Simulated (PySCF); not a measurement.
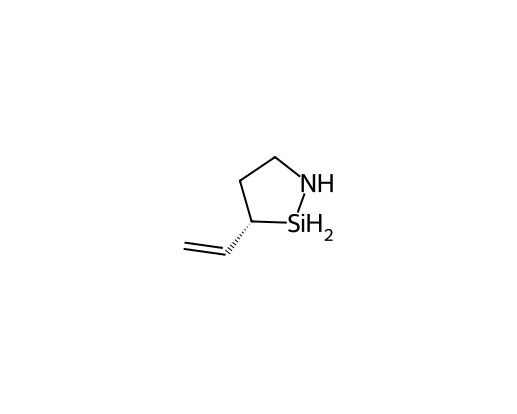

Computed geometry: GFN2-xTB optimisation. No frequency run is at hand to confirm it as a minimum. Level of theory: PBE0/pcSseg-1, gas phase (PySCF 2.14.0).

What is the HOMO energy (Kohn–Sham orbital)?

Answer. −6.57 eV.

Estimate the dipole moment.

Answer. 1.30 D.

Give the LUMO energy (Kohn–Sham orbital) at this level.

Answer. 0.54 eV.

The geometry is semi-empirical. Around Si such bond lengths and angles can be off by a tenth of an ångström or more and by several degrees, and values that hang on the shape move with them.
